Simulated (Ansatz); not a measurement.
**BNH3Cl (SMILES NBCl): BLYP/aug-cc-pVDZ**

What is the vertical singlet–triplet gap of BNH3Cl at BLYP/aug-cc-pVDZ? 

Program for the calculation: Ansatz 0.2.0.

61 further runs of the same task are left out: 61 set aside as unsound or not needed.

## Step 1: The structure to begin with

The species is BNH3Cl (6 atoms), meant as a singlet with charge 0. As SMILES, `NBCl`. Geometry: relaxed at PBE0-D4/def2-TZVP.

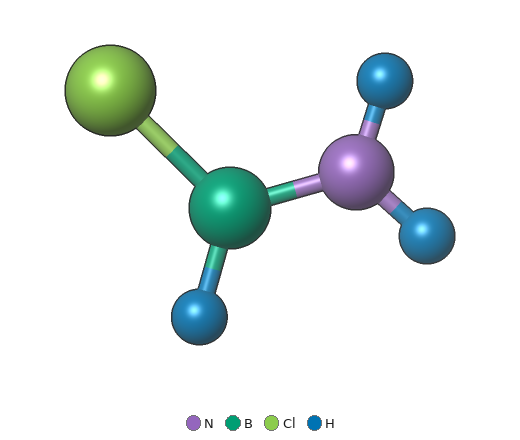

The structure, seen from a chosen angle (nitrogen purple, boron teal, chlorine green, hydrogen blue).

## Step 2: The energy at BLYP/aug-cc-pVDZ

Input file run.yaml:

```yaml
basis:
  gaussian:
    orbitals: aug-cc-pVDZ
crystal:
  periodic: [false, false, false]
  atoms:
    - {symbol: "N", position_ang: [-0.395600, -0.007800, -0.658000]}
    - {symbol: B, position_ang: [0.369600, -0.158900, 0.483700]}
    - {symbol: Cl, position_ang: [0.529900, 1.189300, 1.616000]}
    - {symbol: H, position_ang: [-0.511800, -0.749300, -1.326600]}
    - {symbol: H, position_ang: [-0.878600, 0.844500, -0.888200]}
    - {symbol: H, position_ang: [0.928800, -1.181900, 0.727100]}
hamiltonian:
  xc: {name: BLYP}
accuracy: high
output: {orbitals: {seedname: orbitals}}
```

Run with:

```
$ ansatz run run.yaml --threads 1 --pin off --max-ram 3480MiB --events-out events.jsonl --progress --plain --runs-dir runs
```

Log:

```text
Warning: RAYON_NUM_THREADS=1 ignored (pool sized by the plan → 1); use --threads N
Functional definition: BLYP
  name "BLYP"
  parameter beta = 0.0042
  parameter a = 0.04918
  parameter b = 0.132
  parameter c = 0.2533
  parameter d = 0.349
  exchange = b88_x(beta = beta)
  correlation = lyp_c(a = a, b = b, c = c, d = d)
1994 factors; integrals over basis functions are off by at most 3.2e-9 eV
mean field evaluation 1: about -14727.9508 eV, gradient 7.4e1 eV
mean field evaluation 2: about -14688.3787 eV, gradient 1.3e2 eV
mean field evaluation 4: about -14739.2245 eV, gradient 1.1e1 eV
mean field evaluation 8: about -14739.5676 eV, gradient 1.5e-1 eV
mean field evaluation 16: about -14739.5677 eV, gradient 1.6e-6 eV
mean field -14739.56769333 eV, -541.6691218920 hartree, gradient 3.7e-8 eV, S^2 0.000000; 0 other end points of the search recorded, 0 dependent functions left out
reference -14739.56775073 eV, -541.6691240013 hartree; 16, 16 occupied and 84, 84 virtual orbitals, 1994 factors
Total energy: -14739.56775073 eV, -541.6691240013 hartree
```

Run time: 7.8 s. Hardware: 1 thread of Arm Neoverse V1, shared host; peak memory 0.25 GiB.

## Step 3: The triplet

Input file molecule.yaml:

```yaml
crystal:
  periodic: [false, false, false]
  atoms:
    - {symbol: N, position_ang: [-0.395600, -0.007800, -0.658000]}
    - {symbol: B, position_ang: [0.369600, -0.158900, 0.483700]}
    - {symbol: Cl, position_ang: [0.529900, 1.189300, 1.616000]}
    - {symbol: H, position_ang: [-0.511800, -0.749300, -1.326600]}
    - {symbol: H, position_ang: [-0.878600, 0.844500, -0.888200]}
    - {symbol: H, position_ang: [0.928800, -1.181900, 0.727100]}
basis:
  gaussian: {orbitals: aug-cc-pVDZ}
hamiltonian: {xc: {name: BLYP}}
magnetization: {spin_polarized: true, initial_magnetization: 2}
output: {orbitals: {seedname: orbitals}}
accuracy: high
```

Run with:

```
$ ansatz run molecule.yaml --threads 1 --pin off --max-ram 3480MiB --events-out events.jsonl --progress --plain --runs-dir runs
```

Log:

```text
Warning: RAYON_NUM_THREADS=1 ignored (pool sized by the plan → 1); use --threads N
Functional definition: BLYP
  name "BLYP"
  parameter beta = 0.0042
  parameter a = 0.04918
  parameter b = 0.132
  parameter c = 0.2533
  parameter d = 0.349
  exchange = b88_x(beta = beta)
  correlation = lyp_c(a = a, b = b, c = c, d = d)
1994 factors; integrals over basis functions are off by at most 3.2e-9 eV
mean field evaluation 1: about -14714.4230 eV, gradient 6.1e1 eV
mean field evaluation 2: about -14557.8184 eV, gradient 1.4e2 eV
mean field evaluation 4: about -14729.9091 eV, gradient 2.3e1 eV
mean field evaluation 8: about -14733.3758 eV, gradient 4.7e0 eV
mean field evaluation 16: about -14733.5124 eV, gradient 2.3e0 eV
mean field evaluation 32: about -14732.1893 eV, gradient 1.3e1 eV
mean field evaluation 64: about -14733.5621 eV, gradient 2.1e-1 eV
mean field evaluation 96: about -14733.4364 eV, gradient 1.5e0 eV
mean field -14733.56530668 eV, -541.4485382513 hartree, gradient 3.7e-8 eV, S^2 2.004096; 8 other end points of the search recorded, 0 dependent functions left out
reference -14733.56535456 eV, -541.4485400109 hartree; 17, 15 occupied and 83, 85 virtual orbitals, 1994 factors
Total energy: -14733.56535456 eV, -541.4485400109 hartree
```

Wall time 39 s (1 thread of Arm Neoverse V1, shared host); peak memory 0.35 GiB.

## Step 4: Results

Level: BLYP/aug-cc-pVDZ.

| quantity | value |
| --- | --- |
| singlet: total energy | -541.66912 Eh |
| singlet: HOMO energy | -6.95 eV |
| singlet: LUMO energy | -0.78 eV |
| singlet: HOMO–LUMO gap | 6.17 eV |
| triplet: total energy | -541.44854 Eh |
| triplet: HOMO energy (highest over α and β) | -1.41 eV |
| triplet: ⟨S²⟩ | 2.004 |
| vertical energy of the triplet above the singlet | 6.002 eV |

At this shape the triplet lies 6.00 eV (579 kJ/mol) above the singlet.
